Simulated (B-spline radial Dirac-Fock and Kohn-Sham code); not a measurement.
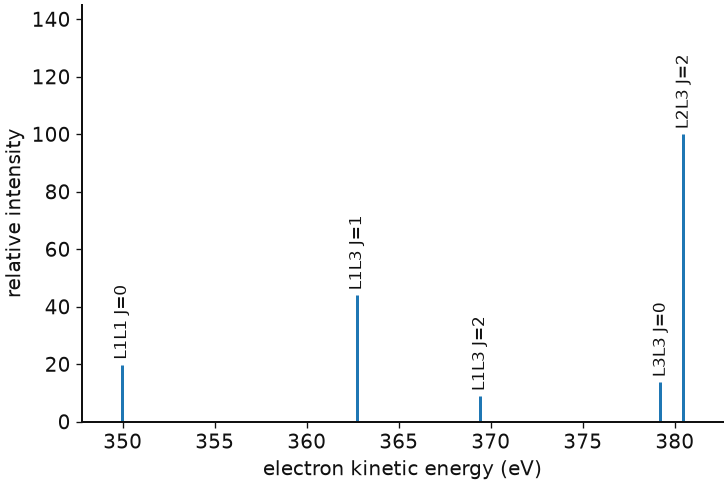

Fig. 1. The Auger multiplet of a K hole with both final holes in L123, lines labelled by the leading pair of holes and J, as sticks. Kinetic energies count from the vacuum level; very weak lines are left out. Lines are named by their largest jj component, which in light atoms can differ from the customary names. It refers to N³⁻ in the configuration [Ne], inside a Watson sphere of charge +3 and radius 1.752 Å that stands in for a crystal. Method: Dirac–Fock ΔSCF energies in intermediate coupling of the two holes, Coulomb rates, valence shells as spectators (computed with a B-spline radial atomic code).

The strongest line is K-L2L3 J=2 at 380.5 eV (52 % of the multiplet), followed by K-L1L3 J=1 at 362.7 eV (23 %), K-L1L1 J=0 at 349.9 eV (10 %), K-L3L3 J=0 at 379.2 eV (7.1 %). The lines shown span 349.9 eV to 380.5 eV.
